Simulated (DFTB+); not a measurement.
# Geometry relaxation of HfNH₂Cl₂F (part 4 of 4)

HfNH₂Cl₂F; GFN2-xTB, R-SCC, dispersion built in (DFTB+ 25.1). The geometry comes from this level: PBE0-D4/def2-TZVP.

Geometry of the input (Å):
```
N  -0.1134  1.2511  0.0588
Hf -0.0093  -0.7423  -0.0770
F  -1.6885  -1.2946  -0.7502
Cl 0.4181  -1.6331  2.0542
Cl 1.7477  -1.3207  -1.5249
H  0.6231  1.8606  0.3881
H  -0.9163  1.8111  -0.1946
```

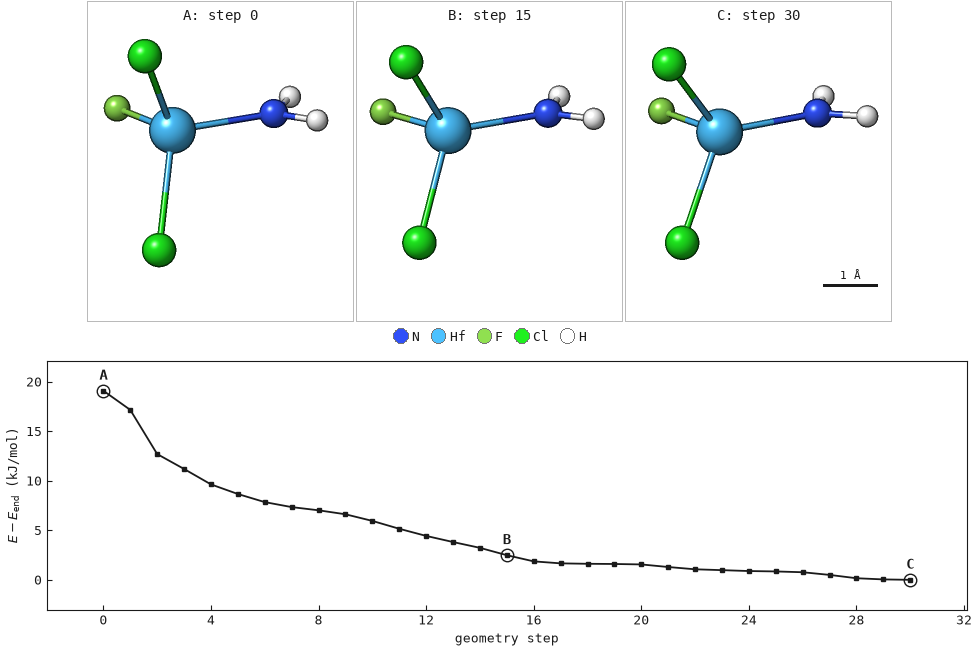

Figure 1. Frames of the relaxation (ball-and-stick view, seen at a tilt) above the curves, on which the letters mark them (steps are counted from 0).

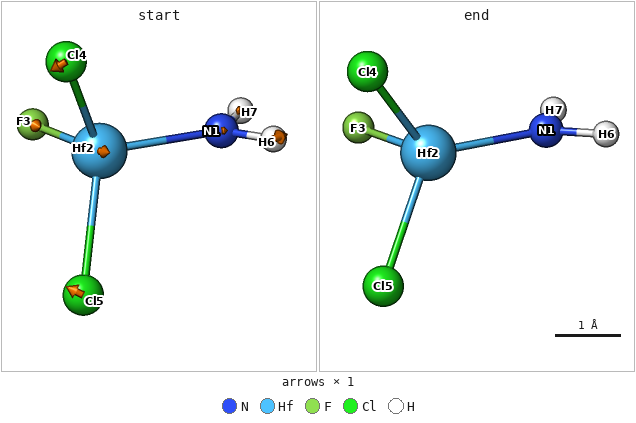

Figure 2. Before (left) and after (right) the relaxation, at one scale (ball-and-stick view, seen at a tilt). The orange arrows give the displacements, at true length. The largest moves after the best rigid fit, 0.31 Å, are those of Cl4 and Cl5. Largest moves by element: Cl 0.31 Å, H 0.30 Å, F 0.23 Å, Hf 0.21 Å, N 0.11 Å. Among the contacts that change: Hf2–Cl4 2.349 → 2.257 Å, Hf2–F3 1.892 → 1.869 Å, N1–Hf2 2.001 → 1.985 Å, N1–H6 1.011 → 1.018 Å. Among the angles that change: N1–Hf2–Cl4 109.0° → 121.9°, F3–Hf2–Cl4 111.9° → 101.3°, Hf2–N1–H6 125.8° → 134.5°. The energy falls by 19.1 kJ/mol in 30 geometry steps. (Atoms are counted from 1 in the order of the input.)

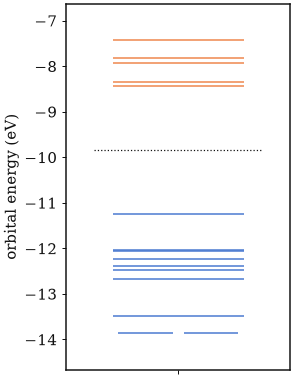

Figure 3. Orbital energies near the frontier; the dotted line parts filled from empty levels, and levels within 0.02 eV of each other stand side by side. Highest filled −11.25 eV, lowest empty −8.43 eV, 2.82 eV apart.
